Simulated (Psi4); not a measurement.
# CH5BO2 (SMILES COBO): B3LYP/cc-pVDZ

Aim: the energy change on altering one bond length of CH5BO2 at B3LYP/cc-pVDZ, from 2 runs. 

Program for the calculation: Psi4 1.11.

### Step 1. The system as given

CH5BO2: 9 atoms, total charge 0, spin state singlet. SMILES: `COBO`. The shape is that of a PBE0-D4/def2-TZVP optimisation. This is one conformer, not always the lowest.

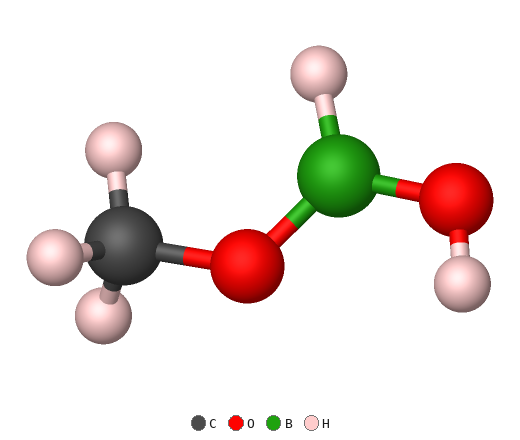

The structure, seen from a chosen angle (carbon dark grey, oxygen red, boron green, hydrogen pink).

### Step 2. Energy and forces at B3LYP/cc-pVDZ

Input file input.json:

```json
{
  "schema_name": "qcschema_input",
  "schema_version": 1,
  "molecule": {
    "schema_name": "qcschema_molecule",
    "schema_version": 2,
    "symbols": ["C", "O", "B", "O", "H", "H", "H", "H", "H"],
    "geometry": [0.53252482, 1.51537138, -1.9981964, -0.21448392, 0.85944744, 0.47432126, -0.25492405, -1.57622056, 1.26914007, -0.99135032, -2.11365867, 3.66323409, 1.07355341, -0.15080014, -3.0946155, 2.13803614, 2.80888891, -1.90144243, -1.02952279, 2.47081691, -2.95118529, 0.34752063, -3.2850999, -0.08995096, -1.43411316, -0.61661763, 4.59619188],
    "molecular_charge": 0,
    "molecular_multiplicity": 1,
    "fix_symmetry": "c1"
  },
  "driver": "gradient",
  "model": {
    "method": "b3lyp",
    "basis": "cc-pVDZ"
  },
  "keywords": {
    "reference": "rks",
    "puream": true,
    "e_convergence": 1e-09,
    "d_convergence": 1e-08,
    "scf_type": "pk",
    "dft_radial_points": 99,
    "dft_spherical_points": 590,
    "scf_properties": ["MAYER_INDICES", "QUADRUPOLE", "DIPOLE"]
  }
}
```

Run with:

```console
$ psi4 --qcschema input.json -n 1 --memory 2200MB
```

stdout:

```text
[...]
  Running in c1 symmetry.
[...]
  Nuclear repulsion =  115.438950572107544
[...]
  Multiplicity = 1
[...]
  Nalpha       = 16
  Nbeta        = 16
[...]
    Number of basis functions: 81
[...]
   @RKS iter   1:  -216.24003884245170   -4.22543e-01   9.90393e-03 DIIS/ADIIS
[...]
   @RKS iter  11:  -216.51417139113286   -8.52651e-13   2.19976e-09 DIIS
[...]
    Orbital Energies [Eh]
    ---------------------
    Doubly Occupied:
       1A    -19.151553     2A    -19.146822     3A    -10.238873
       4A     -6.785657     5A     -1.046378     6A     -1.011911
       7A     -0.700658     8A     -0.558059     9A     -0.517977
      10A     -0.470748    11A     -0.460629    12A     -0.380848
      13A     -0.365107    14A     -0.361480    15A     -0.318290
      16A     -0.296994
[...]
  @RKS Final Energy:  -216.51417139113286
   => Energetics <=
    Nuclear Repulsion Energy =            115.4389505721075437
    One-Electron Energy =                -523.6405394267655993
    Two-Electron Energy =                 214.8493949656708821
    DFT Exchange-Correlation Energy =     -23.1619775021456924
    Empirical Dispersion Energy =           0.0000000000000000
    VV10 Nonlocal Energy =                  0.0000000000000000
    Total Energy =                       -216.5141713911328623
[...]
 Multipole Moments:
 ------------------------------------------------------------------------------------
     Multipole            Electronic (a.u.)      Nuclear  (a.u.)        Total (a.u.)
 ------------------------------------------------------------------------------------
 L = 1.  Multiply by 2.5417464519 to convert [e a0] to [Debye]
 Dipole X            :         -1.1068675            1.1507181            0.0438507
 Dipole Y            :         -1.3826794            1.9946939            0.6120145
 Dipole Z            :          3.7679380           -4.0759431           -0.3080051
 Magnitude           :                                                    0.6865507
 L = 2.  Multiply by 1.3450342976 to convert [e a0^2] to [Debye ang]
 Quadrupole XX       :        -35.4020805           17.8851903          -17.5168902
 Quadrupole XY       :        -23.7466182           23.6796422           -0.0669761
[...]
  -Total Gradient:
     Atom            X                  Y                   Z
    ------   -----------------  -----------------  -----------------
       1       -0.000033857664     0.000451695509    -0.000190707383
       2        0.002015295059    -0.003478530686    -0.004969403551
       3       -0.000204173980     0.000290162202     0.000234409056
       4       -0.000404306887     0.007957219194    -0.000906010550
       5       -0.001802544355     0.004628679924     0.003999547331
       6       -0.005141680315    -0.004454065367     0.000289783957
       7        0.004710744581    -0.003413001461     0.003530741424
       8       -0.000680344181     0.003814059513     0.001091157418
       9        0.001539109579    -0.005792583563    -0.003074826714
[...]
```

Wall time 32 s (1 thread of Intel Xeon Platinum 8259CL at 2.50GHz (Skylake/Cascade Lake), shared host); peak memory 1.4 GiB.

### Step 3. The distorted shape: a single-point energy at B3LYP/cc-pVDZ

Input file job.json:

```json
{
 "schema_name": "qcschema_input",
 "schema_version": 1,
 "molecule": {
  "schema_name": "qcschema_molecule",
  "schema_version": 2,
  "symbols": ["C", "O", "B", "O", "H", "H", "H", "H", "H"],
  "geometry": [0.76683763, 1.37205077, -1.85524429, 0.0198289, 0.71612683, 0.61727337, -0.02061124, -1.71954117, 1.41209218, -0.75703751, -2.25697928, 3.8061862, 1.30786622, -0.29412075, -2.95166339, 2.37234895, 2.6655683, -1.75849031, -1.02952279, 2.47081691, -2.95118529, 0.58183345, -3.4284205, 0.05300115, -1.19980034, -0.75993824, 4.73914399],
  "molecular_charge": 0,
  "molecular_multiplicity": 1,
  "fix_symmetry": "c1"
 },
 "driver": "energy",
 "model": {
  "method": "b3lyp",
  "basis": "cc-pVDZ"
 },
 "keywords": {
  "puream": true,
  "e_convergence": 1e-09,
  "d_convergence": 1e-08,
  "scf_type": "pk",
  "dft_radial_points": 99,
  "dft_spherical_points": 590,
  "scf_properties": ["MAYER_INDICES", "QUADRUPOLE", "DIPOLE"]
 }
}
```

Run with:

```console
$ psi4 --qcschema job.json -n 1 --memory 2200MB
```

stdout:

```text
[...]
  Running in c1 symmetry.
[...]
  Nuclear repulsion =  114.831905757648315
[...]
  Multiplicity = 1
[...]
  Nalpha       = 16
  Nbeta        = 16
[...]
    Number of basis functions: 81
[...]
   @RKS iter   1:  -216.22995857919926   -4.61120e-01   9.87133e-03 DIIS/ADIIS
[...]
   @RKS iter  11:  -216.50373599349632   -9.37916e-13   2.81146e-09 DIIS
[...]
    Orbital Energies [Eh]
    ---------------------
    Doubly Occupied:
       1A    -19.154892     2A    -19.148558     3A    -10.253794
       4A     -6.787859     5A     -1.048720     6A     -1.013733
       7A     -0.691898     8A     -0.559469     9A     -0.519556
      10A     -0.470692    11A     -0.447418    12A     -0.380258
      13A     -0.363580    14A     -0.362558    15A     -0.319718
      16A     -0.295588
[...]
  @RKS Final Energy:  -216.50373599349632
   => Energetics <=
    Nuclear Repulsion Energy =            114.8319057576483146
    One-Electron Energy =                -522.4223826054746951
    Two-Electron Energy =                 214.2062766326038741
    DFT Exchange-Correlation Energy =     -23.1195357782738036
    Empirical Dispersion Energy =           0.0000000000000000
    VV10 Nonlocal Energy =                  0.0000000000000000
    Total Energy =                       -216.5037359934963206
[...]
 Multipole Moments:
 ------------------------------------------------------------------------------------
     Multipole            Electronic (a.u.)      Nuclear  (a.u.)        Total (a.u.)
 ------------------------------------------------------------------------------------
 L = 1.  Multiply by 2.5417464519 to convert [e a0] to [Debye]
 Dipole X            :         -0.9620088            1.0422698            0.0802610
 Dipole Y            :         -1.4907236            2.0610278            0.5703042
 Dipole Z            :          3.8830944           -4.1421065           -0.2590120
 Magnitude           :                                                    0.6314871
 L = 2.  Multiply by 1.3450342976 to convert [e a0^2] to [Debye ang]
 Quadrupole XX       :        -35.8355693           18.3163025          -17.5192667
 Quadrupole XY       :        -22.8952867           22.8900962           -0.0051905
[...]
```

The result, in JSON:

```text
{
 "driver": "energy",
 "model": {
  "method": "b3lyp",
  "basis": "cc-pVDZ"
 },
 "success": true,
 "return_result": -216.50373599349632,
 "properties": {
  "calcinfo_nbasis": 81,
  "calcinfo_nmo": 81,
  "calcinfo_nalpha": 16,
  "calcinfo_nbeta": 16,
  "calcinfo_natom": 9,
  "nuclear_repulsion_energy": 114.83190575764831,
  "return_energy": -216.50373599349632,
  "scf_one_electron_energy": -522.4223826054747,
  "scf_two_electron_energy": 214.20627663260387,
  "scf_xc_energy": -23.119535778273804,
  "scf_dipole_moment": [0.08026101163147681, 0.5703042461822225, -0.2590120199874013],
  "scf_total_energy": -216.50373599349632,
  "scf_iterations": 11
 }
}
```

It took 21 s on 1 thread of Intel Xeon Platinum 8259CL at 2.50GHz (Skylake/Cascade Lake), shared host; peak memory 1.4 GiB.

### Step 4. Results

Level: B3LYP/cc-pVDZ.

```
                                                         quantity          value
                                        first shape: total energy  -216.51417 Eh
                                       first shape: dipole moment         1.75 D
                                         first shape: HOMO energy       -8.08 eV
                                         first shape: LUMO energy        1.18 eV
                                       first shape: HOMO–LUMO gap        9.26 eV
                            first shape: largest force on an atom     0.412 eV/Å
                                    distorted shape: total energy  -216.50374 Eh
                                   distorted shape: dipole moment         1.61 D
                                     distorted shape: HOMO energy       -8.04 eV
                                     distorted shape: LUMO energy        1.11 eV
                                   distorted shape: HOMO–LUMO gap        9.15 eV
energy change with the C1–H7 bond stretched from 1.092 to 1.256 Å       0.284 eV
```

**Reading.** With the C1–H7 bond stretched from 1.092 to 1.256 Å the energy rises by 0.28 eV (27.4 kJ/mol). The first shape isn't relaxed at this level, so the change isn't measured from a minimum. The largest force (first shape) is 0.41 eV/Å: the shape isn't a stationary point for this species at this level.
